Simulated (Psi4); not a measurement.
**AlF3 (SMILES F[Al](F)F): DSD-PBEP86/6-311+G(d,p) (density fitting for correlation)**

Aim: the energy change on altering one bond length of AlF3 at DSD-PBEP86/6-311+G** (density fitting for correlation), from 2 runs. 

Program for the calculation: Psi4 1.11.

## (1) The molecule

AlF3: 4 atoms, total charge 0, spin state singlet. As SMILES, `F[Al](F)F`. The coordinates come from a PBE0-D4/def2-TZVP relaxation.

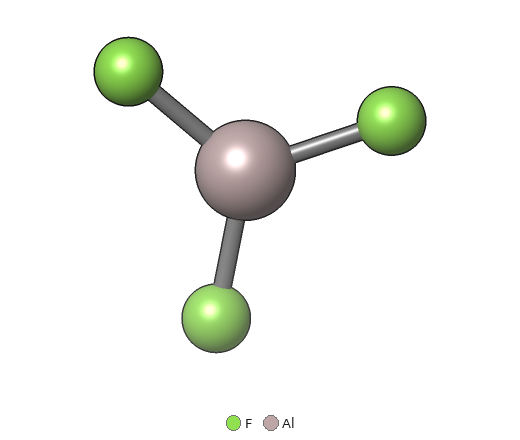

The structure, seen from a chosen angle (fluorine green, aluminium light grey).

## (2) The energy at DSD-PBEP86/6-311+G(d,p) (density fitting for correlation)

input.in

```
memory 2.2 GB

molecule {
  0 1
  F
  Al 1 R2
  F 2 R3 1 A3
  F 2 R4 1 A4 3 D4

  R2 = 1.628959
  R3 = 1.62896
  A3 = 120.00107
  R4 = 1.628957
  A4 = 119.99909
  D4 = 179.99852
  symmetry c1
  no_reorient
  no_com
}

set {
  basis 6-311+G**
  puream true
  e_convergence 1e-09
  d_convergence 1e-08
  scf_type pk
  dft_radial_points 99
  dft_spherical_points 590
  num_frozen_docc 8
}

energy_value, wavefunction = energy('dsd-pbep86', return_wfn=True)
```

On the command line:

```bash
psi4 -i input.in -o input.out -n 1
```

input.out:

```text
[...]
  Running in c1 symmetry.
[...]
  Nuclear repulsion =  159.600555430135813
[...]
  Multiplicity = 1
[...]
  Nalpha       = 20
  Nbeta        = 20
[...]
    Number of basis functions: 96
[...]
   @RKS iter   1:  -541.05455654747800   -1.09883e+00   7.36694e-03 DIIS/ADIIS
[...]
   @RKS iter   9:  -541.20788990773633   -1.13687e-12   6.02617e-09 DIIS
[...]
    Orbital Energies [Eh]
    ---------------------
    Doubly Occupied:
       1A    -57.707567     2A    -25.730066     3A    -25.730066
       4A    -25.730059     5A     -4.717468     6A     -3.115796
       7A     -3.113640     8A     -3.113640     9A     -1.456939
      10A     -1.444379    11A     -1.444378    12A     -0.669354
      13A     -0.626725    14A     -0.626724    15A     -0.602792
      16A     -0.593303    17A     -0.593302    18A     -0.583752
      19A     -0.583751    20A     -0.566121
[...]
  @RKS Final Energy:  -541.20788990773633
   => Energetics <=
    Nuclear Repulsion Energy =            159.6005554301358131
    One-Electron Energy =               -1073.9543105105617542
    Two-Electron Energy =                 387.4144154769641091
    DFT Exchange-Correlation Energy =     -14.2685503042745108
    Empirical Dispersion Energy =           0.0000000000000000
    VV10 Nonlocal Energy =                  0.0000000000000000
    Total Energy =                       -541.2078899077363303
[...]
 Multipole Moments:
 ------------------------------------------------------------------------------------
     Multipole            Electronic (a.u.)      Nuclear  (a.u.)        Total (a.u.)
 ------------------------------------------------------------------------------------
 L = 1.  Multiply by 2.5417464519 to convert [e a0] to [Debye]
 Dipole X            :         -0.0000395           -0.0000034           -0.0000429
 Dipole Y            :         -0.0000280           -0.0000024           -0.0000304
 Dipole Z            :         -0.0000037           -0.0000003           -0.0000040
 Magnitude           :                                                    0.0000527
[...]
```

Run time: 16 s. Hardware: 1 thread of Intel Xeon at 2.50GHz (Skylake/Cascade Lake), shared host; peak memory 0.82 GiB.

## (3) The distorted shape at the same level

input.json

```json
{
  "schema_name": "qcschema_input",
  "schema_version": 1,
  "molecule": {
    "schema_name": "qcschema_molecule",
    "schema_version": 2,
    "symbols": ["F", "Al", "F", "F"],
    "geometry": [2.98528351, -0.78677802, 2.65546961, 1.36123398, 0.57870028, 0.42527153, -2.72260402, -1.15751394, -0.85058463, 2.45978847, 3.10174922, -0.95430413],
    "molecular_charge": 0,
    "molecular_multiplicity": 1,
    "fix_symmetry": "c1"
  },
  "driver": "energy",
  "model": {
    "method": "dsd-pbep86",
    "basis": "6-311+G**"
  },
  "keywords": {
    "reference": "rks",
    "puream": true,
    "e_convergence": 1e-09,
    "d_convergence": 1e-08,
    "scf_type": "pk",
    "dft_radial_points": 99,
    "dft_spherical_points": 590,
    "num_frozen_docc": 8
  }
}
```

On the command line:

```bash
psi4 --qcschema input.json -n 1 --memory 2200MB
```

stdout:

```text
[...]
  Running in c1 symmetry.
[...]
  Nuclear repulsion =  140.694585762327875
[...]
  Multiplicity = 1
[...]
  Nalpha       = 20
  Nbeta        = 20
[...]
    Number of basis functions: 96
[...]
   @RKS iter   1:  -540.87002693308227   -1.19760e+00   7.96399e-03 DIIS/ADIIS
[...]
   @RKS iter  11:  -541.08015428637054   -1.50067e-11   6.10804e-09 DIIS
[...]
    Orbital Energies [Eh]
    ---------------------
    Doubly Occupied:
       1A    -57.802308     2A    -25.772661     3A    -25.772656
       4A    -25.646952     5A     -4.802136     6A     -3.201017
       7A     -3.198671     8A     -3.197049     9A     -1.493036
      10A     -1.484484    11A     -1.306561    12A     -0.696560
      13A     -0.659536    14A     -0.639144    15A     -0.635333
      16A     -0.622140    17A     -0.614866    18A     -0.471662
      19A     -0.471433    20A     -0.469673
[...]
  @RKS Final Energy:  -541.08015428637054
   => Energetics <=
    Nuclear Repulsion Energy =            140.6945857623278755
    One-Electron Energy =               -1035.5024551632529892
    Two-Electron Energy =                 367.9497363723802437
    DFT Exchange-Correlation Energy =     -14.2220212578256930
    Empirical Dispersion Energy =           0.0000000000000000
    VV10 Nonlocal Energy =                  0.0000000000000000
    Total Energy =                       -541.0801542863705436
[...]
 Multipole Moments:
 ------------------------------------------------------------------------------------
     Multipole            Electronic (a.u.)      Nuclear  (a.u.)        Total (a.u.)
 ------------------------------------------------------------------------------------
 L = 1.  Multiply by 2.5417464519 to convert [e a0] to [Debye]
 Dipole X            :          1.1486948            0.0671954            1.2158902
 Dipole Y            :          0.4883195            0.0285639            0.5168835
 Dipole Z            :          0.3588499            0.0209911            0.3798410
 Magnitude           :                                                    1.3747133
[...]
```

The result, in JSON:

```text
{
 "driver": "energy",
 "model": {
  "method": "dsd-pbep86",
  "basis": "6-311+G**"
 },
 "success": true,
 "return_result": -541.4494834792592,
 "properties": {
  "calcinfo_nbasis": 96,
  "calcinfo_nmo": 96,
  "calcinfo_nalpha": 20,
  "calcinfo_nbeta": 20,
  "calcinfo_natom": 4,
  "nuclear_repulsion_energy": 140.69458576232788,
  "return_energy": -541.4494834792592,
  "scf_one_electron_energy": -1035.502455163253,
  "scf_two_electron_energy": 367.94973637238024,
  "scf_xc_energy": -14.222021257825693,
  "scf_dipole_moment": [1.2158901651483416, 0.5168834776947717, 0.37984095269896256],
  "scf_total_energy": -541.0801542863705,
  "scf_iterations": 11
 }
}
```

It took 16 s on 1 thread of Intel Xeon at 2.50GHz (Skylake/Cascade Lake), shared host; peak memory 0.8 GiB.

## (4) Summary of results

At DSD-PBEP86/6-311+G** (density fitting for correlation), 8 core orbitals frozen:

| quantity | value |
| --- | --- |
| first shape: total energy | -541.56342 Eh |
| first shape: HOMO energy (SCF part's orbitals) | -15.40 eV |
| first shape: LUMO energy (SCF part's orbitals) | -0.21 eV |
| first shape: HOMO–LUMO gap (SCF part's orbitals) | 15.20 eV |
| distorted shape: total energy | -541.44948 Eh |
| distorted shape: HOMO energy (SCF part's orbitals) | -12.78 eV |
| distorted shape: LUMO energy (SCF part's orbitals) | -2.19 eV |
| distorted shape: HOMO–LUMO gap (SCF part's orbitals) | 10.59 eV |
| energy change with the Al2–F3 bond stretched from 1.629 to 2.443 Å | 3.100 eV |

What this shows: With the Al2–F3 bond stretched from 1.629 to 2.443 Å the energy rises by 3.10 eV (71 kcal/mol). The first shape isn't relaxed at this level, so the change isn't measured from a minimum.
